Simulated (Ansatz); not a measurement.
## Run report: CH5BrOSi, nudged elastic band

CH5BrOSi, computed with RKS PBE-D4/def2-SVP (Ansatz 0.2.0).

One setting was made poor on purpose. It belongs to a series of runs on one base structure; here: band between the two ends. Figures and captions count atoms from 1; the log counts them from 0 in places.

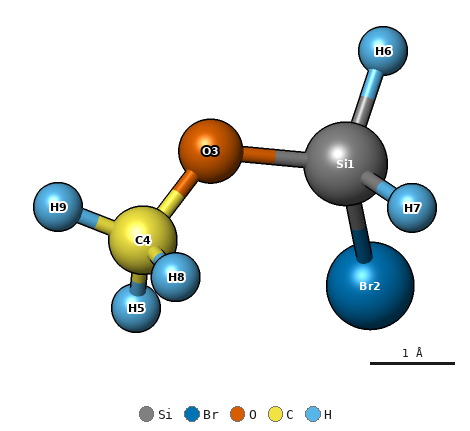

The structure as given in the input (ball-and-stick view, seen at a tilt; atoms are numbered from 1 in the order of the input).

### Input file
```yaml
crystal:
  periodic: [false, false, false]
  atoms:
    - { symbol: Si, position_ang: [-0.2975, 1.288592, 0.208574] }
    - { symbol: Br, position_ang: [-0.020315, 1.804278, -1.963449] }
    - { symbol: O, position_ang: [-0.662753, -0.32621, 0.396257] }
    - { symbol: C, position_ang: [0.19533, -1.387474, 0.007657] }
    - { symbol: H, position_ang: [0.379983, -1.383691, -1.090482] }
    - { symbol: H, position_ang: [-1.47173, 2.042136, 0.738856] }
    - { symbol: H, position_ang: [0.989703, 1.647609, 0.89733] }
    - { symbol: H, position_ang: [1.180275, -1.339009, 0.52795] }
    - { symbol: H, position_ang: [-0.293195, -2.346232, 0.277309] }
basis:
  gaussian: { orbitals: def2-SVP }
hamiltonian:
  xc: pbe
  dispersion: d4
neb:
  order_check: false
  images: 7
  f_tol: 0.5
  max_iterations: 60
  final_atoms:
    - { symbol: Si, position_ang: [-0.23109102, 0.73445609, 0.74927338] }
    - { symbol: Br, position_ang: [0.38692906, 0.89254873, -2.88062795] }
    - { symbol: O, position_ang: [-0.28541576, -0.65109595, 1.75225117] }
    - { symbol: C, position_ang: [0.07824593, -1.05858856, 0.39551089] }
    - { symbol: H, position_ang: [0.2595877, 0.17836186, -1.61482757] }
    - { symbol: H, position_ang: [-1.54170525, 1.37141074, 0.4269513] }
    - { symbol: H, position_ang: [0.90367158, 1.67647503, 0.97995676] }
    - { symbol: H, position_ang: [1.11078209, -1.4532253, 0.30033112] }
    - { symbol: H, position_ang: [-0.68120634, -1.69034363, -0.10881711] }
  initial_path:
    images:
      - { positions_ang: [[-0.2975, 1.288592, 0.208574], [-0.020315, 1.804278, -1.963449], [-0.662753, -0.32621, 0.396257], [0.19533, -1.387474, 0.007657], [0.379983, -1.383691, -1.090482], [-1.47173, 2.042136, 0.738856], [0.989703, 1.647609, 0.89733], [1.180275, -1.339009, 0.52795], [-0.293195, -2.346232, 0.277309]] }
      - { positions_ang: [[-0.30051665, 1.21683888, 0.27287193], [-0.0132243, 1.62588317, -2.02461525], [-0.71828333, -0.35347793, 0.47918336], [0.18556039, -1.31740643, 0.02792349], [0.38107194, -1.18158513, -1.10976601], [-1.43475501, 2.03313871, 0.7231492], [1.00672815, 1.55947812, 0.88397184], [1.15508452, -1.28924353, 0.56153561], [-0.26186772, -2.29362686, 0.18574782]] }
      - { positions_ang: [[-0.3035333, 1.14508577, 0.33716987], [-0.0061336, 1.44748834, -2.0857815], [-0.77381366, -0.38074585, 0.56210972], [0.17579077, -1.24733887, 0.04818998], [0.38216088, -0.97947925, -1.12905003], [-1.39778001, 2.02414141, 0.70744241], [1.0237533, 1.47134723, 0.87061369], [1.12989404, -1.23947806, 0.59512123], [-0.23054043, -2.24102171, 0.09418663]] }
      - { positions_ang: [[-0.30654996, 1.07333265, 0.4014678], [0.0009571, 1.2690935, -2.14694775], [-0.82934399, -0.40801378, 0.64503608], [0.16602116, -1.1772713, 0.06845647], [0.38324983, -0.77737338, -1.14833404], [-1.36080502, 2.01514412, 0.69173561], [1.04077846, 1.38321635, 0.85725553], [1.10470356, -1.1897126, 0.62870684], [-0.19921315, -2.18841657, 0.00262545]] }
      - { positions_ang: [[-0.30956661, 1.00157954, 0.46576573], [0.0080478, 1.09069867, -2.208114], [-0.88487432, -0.4352817, 0.72796244], [0.15625154, -1.10720374, 0.08872296], [0.38433877, -0.57526751, -1.16761806], [-1.32383002, 2.00614682, 0.67602882], [1.05780361, 1.29508547, 0.84389738], [1.07951309, -1.13994713, 0.66229246], [-0.16788586, -2.13581143, -0.08893574]] }
      - { positions_ang: [[-0.28994771, 0.93479868, 0.53664265], [0.10276812, 1.04116119, -2.37624249], [-0.73500968, -0.48923526, 0.98403462], [0.13675014, -1.09504994, 0.16541995], [0.353151, -0.38686017, -1.27942043], [-1.37829883, 1.8474628, 0.61375944], [1.0192706, 1.39043286, 0.87791222], [1.08733034, -1.21826667, 0.57180213], [-0.29621598, -2.02444448, -0.09390608]] }
      - { positions_ang: [[-0.27032881, 0.86801781, 0.60751956], [0.19748843, 0.9916237, -2.54437098], [-0.58514504, -0.54318883, 1.24010681], [0.11724874, -1.08289615, 0.24211693], [0.32196324, -0.19845282, -1.39122281], [-1.43276763, 1.68877878, 0.55149006], [0.98073759, 1.48578025, 0.91192707], [1.09514759, -1.29658621, 0.48131179], [-0.4245461, -1.91307753, -0.09887642]] }
      - { positions_ang: [[-0.25070991, 0.80123695, 0.67839647], [0.29220874, 0.94208621, -2.71249946], [-0.4352804, -0.59714239, 1.49617899], [0.09774734, -1.07074236, 0.31881391], [0.29077547, -0.01004548, -1.50302519], [-1.48723644, 1.53009476, 0.48922068], [0.94220459, 1.58112764, 0.94594191], [1.10296484, -1.37490576, 0.39082146], [-0.55287622, -1.80171058, -0.10384676]] }
      - { positions_ang: [[-0.23109102, 0.73445609, 0.74927338], [0.38692906, 0.89254873, -2.88062795], [-0.28541576, -0.65109595, 1.75225117], [0.07824593, -1.05858856, 0.39551089], [0.2595877, 0.17836186, -1.61482757], [-1.54170525, 1.37141074, 0.4269513], [0.90367158, 1.67647503, 0.97995676], [1.11078209, -1.4532253, 0.30033112], [-0.68120634, -1.69034363, -0.10881711]] }
```

Hardware: 2 threads of Arm Neoverse V2, 24 GiB of memory available, shared host.

Command:
```bash
ansatz run input.yaml --threads 2 --pin off --max-ram 3072MiB --backend cpu --events-out ev --progress --plain --runs-dir out
```

### What the program printed
```
Engine: ansatz 0.2.0, aarch64-unknown-linux-gnu
Functional definition: PBE
  parameter kappa = 0.804
  parameter beta = 0.06672455060314922
  exchange = pbe_x(kappa = kappa, mu = beta*pi^2/3)
  correlation = pbe_c(beta = beta)
1132 factors; their error is unknown
mean field evaluation 1: about -81054.0571 eV, gradient 5.1e1 eV
mean field evaluation 2: about -81024.4718 eV, gradient 1.3e2 eV
mean field evaluation 4: about -81059.4887 eV, gradient 9.4e0 eV
mean field evaluation 8: about -81059.5650 eV, gradient 1.7e-1 eV
mean field evaluation 16: about -81059.5651 eV, gradient 4.1e-5 eV
mean field -81059.56506060 eV, -2978.8840718303 hartree, gradient 4.1e-5 eV, S^2 0.000000; 0 other end points of the search recorded, 0 dependent functions left out
the calculation of the forces begins
reference -81059.56509409 eV, -2978.8840730614 hartree; 34, 34 occupied and 69, 69 virtual orbitals, 1132 factors
1132 factors; their error is unknown
mean field evaluation 32: about -81056.8224 eV, gradient 9.1e-5 eV
mean field -81056.82244662 eV, -2978.7832826257 hartree, gradient 3.0e-5 eV, S^2 0.000000; 0 other end points of the search recorded, 0 dependent functions left out
[... from here on the field's lines of each further geometry are left out, up to the last ...]
NEB iter   1: max|band force component| = 5.772e0 eV/Å  barrier→ = 4.4911 eV  barrier← = 1.7303 eV  Δτ_max = 0.2000 Å  (248 SCF iters)
NEB iter   2: max|band force component| = 3.223e0 eV/Å  barrier→ = 3.4587 eV  barrier← = 0.6978 eV  Δτ_max = 0.2000 Å  (226 SCF iters)
NEB iter   3: max|band force component| = 1.531e0 eV/Å  barrier→ = 3.1761 eV  barrier← = 0.4153 eV  Δτ_max = 0.1933 Å  (226 SCF iters)
the calculation of the forces begins
reference -81056.74782031 eV, -2978.7805401594 hartree; 34, 34 occupied and 69, 69 virtual orbitals, 1132 factors
1132 factors; their error is unknown
mean field evaluation 448: about -81056.4839 eV, gradient 1.4e-4 eV
mean field -81056.48386346 eV, -2978.7708399241 hartree, gradient 1.3e-5 eV, S^2 0.000000; 1 other end points of the search recorded, 0 dependent functions left out
the calculation of the forces begins
reference -81056.48389594 eV, -2978.7708411176 hartree; 34, 34 occupied and 69, 69 virtual orbitals, 1132 factors
NEB iter   4: max|band force component| = 3.485e-1 eV/Å  barrier→ = 3.0770 eV  barrier← = 0.3161 eV  CI = image 6  Δτ_max = 0.0000 Å  (411 SCF iters)
```

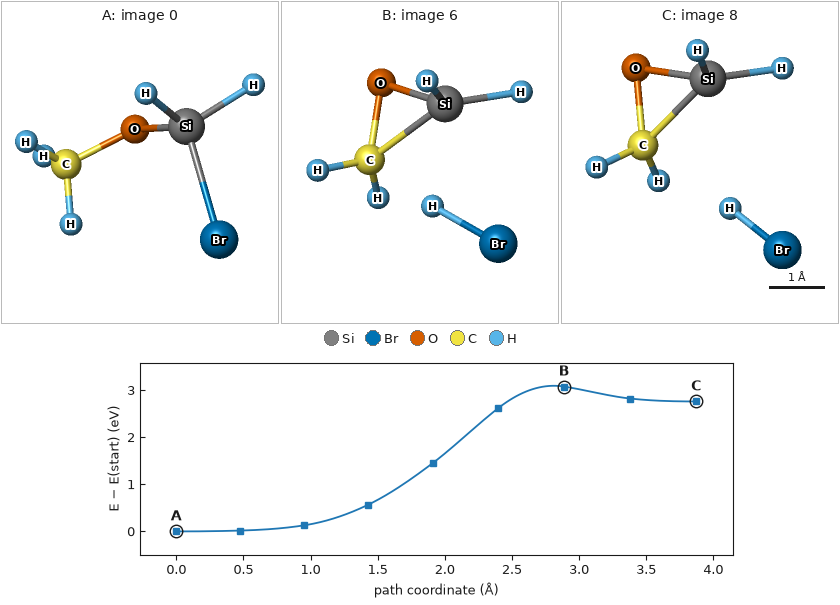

Images of the last band (counted from 0; ball-and-stick, seen at a tilt) above the energy along the path; the line is a cubic interpolation that uses the forces. The highest image is number 6, 3.077 eV above the start and 0.316 eV above the end (the climbing image); the end lies 2.761 eV above the start. The path is 3.87 Å long. The band converged in 4 iterations.

```
Total energy: -81056.67657599 eV, -2978.7779219789 hartree
Atom 0 at    -0.232108     0.790074     0.514326 Å, force     0.116802     0.109316     0.024516 eV/Å
Atom 1 at     0.252493     1.023136    -2.362560 Å, force     0.073262    -0.168943    -0.002173 eV/Å
Atom 2 at    -0.441665    -0.551223     1.525535 Å, force    -0.036922    -0.227195     0.296758 eV/Å
Atom 3 at     0.105664    -1.083739     0.282854 Å, force    -0.012060     0.065810    -0.050996 eV/Å
Atom 4 at     0.239044    -0.054425    -1.111376 Å, force    -0.032278     0.256249    -0.290567 eV/Å
Atom 5 at    -1.499233     1.533159     0.253735 Å, force     0.025903    -0.131758    -0.054438 eV/Å
Atom 6 at     0.995297     1.596510     0.774152 Å, force    -0.045559     0.004902     0.035143 eV/Å
Atom 7 at     1.147266    -1.466929     0.378559 Å, force    -0.098657     0.026914    -0.050234 eV/Å
Atom 8 at    -0.566960    -1.786564    -0.255223 Å, force     0.009509     0.064705     0.091991 eV/Å
Dipole moment:     0.012864    -0.063388     0.243927 e Å
this run last wrote the band of iteration 4 to [file]
```

### The last band as extended XYZ (Å, eV, eV/Å)
```
9
Properties=species:S:1:pos:R:3:forces:R:3 image=0 energy=-81059.75350
Si   -0.2975    1.2886    0.2086   -0.0092  -0.0040   0.0049
Br   -0.0203    1.8043   -1.9634    0.0045  -0.0009   0.0025
O    -0.6628   -0.3262    0.3963    0.0078   0.0041  -0.0056
C     0.1953   -1.3875    0.0077    0.0069  -0.0204  -0.0007
H     0.3800   -1.3837   -1.0905   -0.0032  -0.0018   0.0232
H    -1.4717    2.0421    0.7389   -0.0005   0.0004   0.0014
H     0.9897    1.6476    0.8973   -0.0006  -0.0003  -0.0051
H     1.1803   -1.3390    0.5280   -0.0186  -0.0036  -0.0143
H    -0.2932   -2.3462    0.2773    0.0130   0.0265  -0.0063
9
Properties=species:S:1:pos:R:3:forces:R:3 image=1 energy=-81059.73545
Si   -0.3018    1.2834    0.2276   -0.0151  -0.1722   0.1024
Br   -0.1023    1.6168   -1.9820   -0.0096   0.0642  -0.1143
O    -0.6306   -0.3310    0.5299    0.1508   0.1018  -0.1294
C     0.2085   -1.3663    0.0197   -0.1208   0.0151   0.1347
H     0.5033   -1.1678   -1.0321    0.0284  -0.0400  -0.0738
H    -1.4703    2.0659    0.7351    0.0506  -0.0334   0.0306
H     1.0155    1.7042    0.8219   -0.0669   0.0237   0.0239
H     1.1333   -1.4846    0.6294   -0.0264   0.0221   0.0043
H    -0.3558   -2.3205    0.0505    0.0091   0.0187   0.0216
9
Properties=species:S:1:pos:R:3:forces:R:3 image=2 energy=-81059.62357
Si   -0.2982    1.2613    0.2623   -0.0234  -0.1930   0.0740
Br   -0.0734    1.4089   -1.9790   -0.0816   0.1365  -0.0209
O    -0.5469   -0.3347    0.7289    0.2086   0.1917  -0.4218
C     0.2151   -1.3277    0.0337   -0.1874  -0.1492   0.1866
H     0.5117   -0.9490   -0.9622    0.1420  -0.1923  -0.1857
H    -1.5296    2.0156    0.6398    0.1016   0.0956   0.1421
H     1.0115    1.7655    0.8045   -0.1410   0.1390   0.0541
H     1.1345   -1.6187    0.5891   -0.0792   0.0199   0.0914
H    -0.4249   -2.2211   -0.1171    0.0604  -0.0482   0.0802
9
Properties=species:S:1:pos:R:3:forces:R:3 image=3 energy=-81059.18339
Si   -0.2882    1.1845    0.2864    0.0683   0.2052  -0.2233
Br    0.0369    1.2905   -2.0168   -0.2665   0.2344   0.5642
O    -0.4863   -0.3549    0.9374    0.0774   0.2615  -0.7359
C     0.1984   -1.2654    0.0687    0.0403  -0.3938  -0.0601
H     0.4268   -0.7318   -0.8740    0.2814  -0.6014  -0.2080
H    -1.5792    1.8821    0.4894   -0.0016   0.4050   0.2531
H     1.0120    1.7154    0.8180   -0.1857   0.3146   0.0206
H     1.1625   -1.6241    0.4875   -0.1338  -0.1673   0.2246
H    -0.4831   -2.0962   -0.1966    0.1202  -0.2582   0.1649
9
Properties=species:S:1:pos:R:3:forces:R:3 image=4 energy=-81058.30163
Si   -0.2660    1.0589    0.3167    0.1144   0.6872  -0.5953
Br    0.1503    1.2047   -2.1002   -0.4133   0.4956   0.8791
O    -0.4727   -0.4026    1.1277   -0.0187   0.3479  -0.6725
C     0.1708   -1.1862    0.1038    0.2702  -0.4338  -0.0142
H     0.3370   -0.5176   -0.7867    0.4130  -1.1482   0.0125
H    -1.5699    1.7285    0.3544   -0.2953   0.6371   0.2449
H     1.0140    1.6380    0.8196   -0.0615   0.3231   0.0023
H     1.1616   -1.5668    0.4167   -0.0296  -0.3437   0.1547
H    -0.5251   -1.9570   -0.2521    0.0207  -0.5652  -0.0116
9
Properties=species:S:1:pos:R:3:forces:R:3 image=5 energy=-81057.13096
Si   -0.2426    0.9121    0.4055    0.1406   0.6091  -0.6711
Br    0.2197    1.1143   -2.2627   -0.2656   0.4582   0.6533
O    -0.4417   -0.4803    1.3508    0.0982   0.3122  -0.7506
C     0.1433   -1.1063    0.1657    0.0677  -0.1146  -0.3793
H     0.2608   -0.3011   -0.8453    0.0820  -1.2887   1.2567
H    -1.5385    1.5970    0.2848   -0.2990   0.3161   0.0748
H     1.0074    1.6063    0.8028    0.0533   0.1408  -0.0046
H     1.1551   -1.5083    0.3733    0.0073  -0.1695  -0.1346
H    -0.5636   -1.8336   -0.2750    0.1155  -0.2636  -0.0446
9
Properties=species:S:1:pos:R:3:forces:R:3 image=6 energy=-81056.67654
Si   -0.2321    0.7901    0.5143    0.1168   0.1093   0.0245
Br    0.2525    1.0231   -2.3626    0.0733  -0.1689  -0.0022
O    -0.4417   -0.5512    1.5255   -0.0369  -0.2272   0.2968
C     0.1057   -1.0837    0.2829   -0.0121   0.0658  -0.0510
H     0.2390   -0.0544   -1.1114   -0.0323   0.2562  -0.2906
H    -1.4992    1.5332    0.2537    0.0259  -0.1318  -0.0544
H     0.9953    1.5965    0.7742   -0.0456   0.0049   0.0351
H     1.1473   -1.4669    0.3786   -0.0987   0.0269  -0.0502
H    -0.5670   -1.7866   -0.2552    0.0095   0.0647   0.0920
9
Properties=species:S:1:pos:R:3:forces:R:3 image=7 energy=-81056.93053
Si   -0.2243    0.7461    0.6452    0.0362  -0.0533   0.0674
Br    0.2973    0.9727   -2.6001    0.0464  -0.1311  -0.0015
O    -0.3711   -0.6124    1.6705   -0.0127  -0.0142   0.1375
C     0.0860   -1.0700    0.3621    0.0732  -0.0554  -0.1067
H     0.2386    0.0911   -1.3860    0.0008   0.2064  -0.2783
H    -1.4972    1.4337    0.2817    0.0079  -0.0683   0.0030
H     0.9619    1.6260    0.8543   -0.0287   0.0286   0.0696
H     1.1310   -1.4561    0.3558   -0.1241   0.0268  -0.0070
H    -0.6224   -1.7312   -0.1835    0.0010   0.0604   0.1160
9
Properties=species:S:1:pos:R:3:forces:R:3 image=8 energy=-81056.99267
Si   -0.2311    0.7345    0.7493   -0.0032  -0.0014   0.0222
Br    0.3869    0.8925   -2.8806    0.0049   0.0037  -0.0110
O    -0.2854   -0.6511    1.7523    0.0005   0.0189  -0.0080
C     0.0782   -1.0586    0.3955    0.0151  -0.0196  -0.0133
H     0.2596    0.1784   -1.6148   -0.0036  -0.0052   0.0132
H    -1.5417    1.3714    0.4270   -0.0017  -0.0023  -0.0006
H     0.9037    1.6765    0.9800   -0.0002   0.0008  -0.0027
H     1.1108   -1.4532    0.3003   -0.0103   0.0031  -0.0008
H    -0.6812   -1.6903   -0.1088   -0.0015   0.0021   0.0009
```

### Results in brief

```csv
quantity,value
outcome,converged
"barrier, forward",3.077 eV
"barrier, backward",0.316 eV
wall time,53 s (CPU time 1.7 min)
peak memory,0.14 GiB
```

### Remarks

A deliberately poor setting: loose force. The order of the saddle point was not checked.
